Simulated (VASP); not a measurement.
Band structure of GdOs$_{2}$Si$_{2}$ (space group I4/mmm). Method: PBEsol GGA, VASP's PBE PAW potentials (set 64) (plane waves; VASP).

The run has a spin-polarised start. Unless said otherwise, spin-orbit coupling is left out, though it shifts the bands of the heavy elements here.

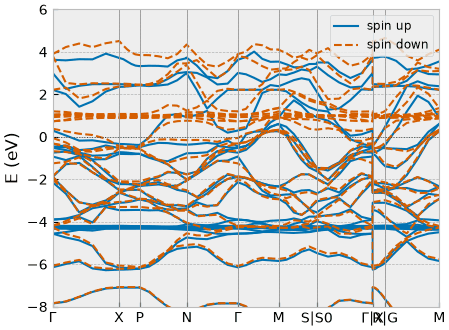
Figure: Bands along high-symmetry lines, zero at the valence-band maximum or, without a gap, the Fermi level

**Question.** Read the plot: is there a gap, and where are the band edges?

**Answer.** It has no gap at this level: it comes out as a metal or semimetal.

The structure comes from a computed database's GdOs2Si2 entry (I4/mmm); how it stands against other phases isn't given here. The cell was not relaxed at this level. The k-mesh is coarse (spacing up to 0.42 per Å, 2π included), so the numbers may not be converged in it.
